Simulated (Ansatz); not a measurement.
```
atom    x (Å)    y (Å)    z (Å)
  Ge   0.8332   1.3696  -0.8997
  Si   1.4145   1.5477   1.4217
  Si   0.8610  -0.5567   0.5311
   H   0.4436   2.2125   2.3559
   H   2.8479   1.8190   1.7811
   H  -0.4506  -1.1787   0.9185
   H   1.9555  -1.5699   0.3493
   H  -0.5319   1.9249  -1.3668
   H   1.9490   1.5258  -1.9583
```

Geometry: PBE-D3(BJ)/def2-SVP.

Method: isolated molecule in a Gaussian basis; Kohn-Sham density functional theory, functional PBE0 (Ansatz).

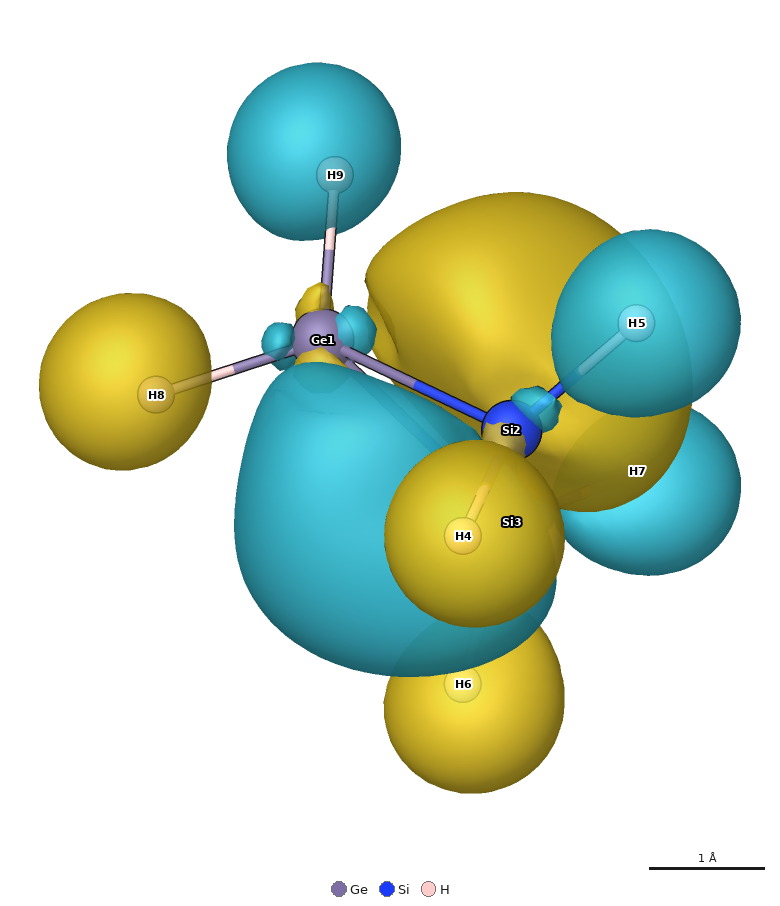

GeH$_{6}$Si$_{2}$ (SMILES [SiH2]1[SiH2][GeH2]1). One frontier orbital at ±0.08 Å⁻³ᐟ² (yellow and cyan are the two phases), seen at an oblique angle.

**Which orbital is it: HOMO or LUMO?**

The LUMO, at −1.00 eV. It lies mainly on Si2 (about 25 %), Si3 (about 25 %) and Ge1 (about 20 %).
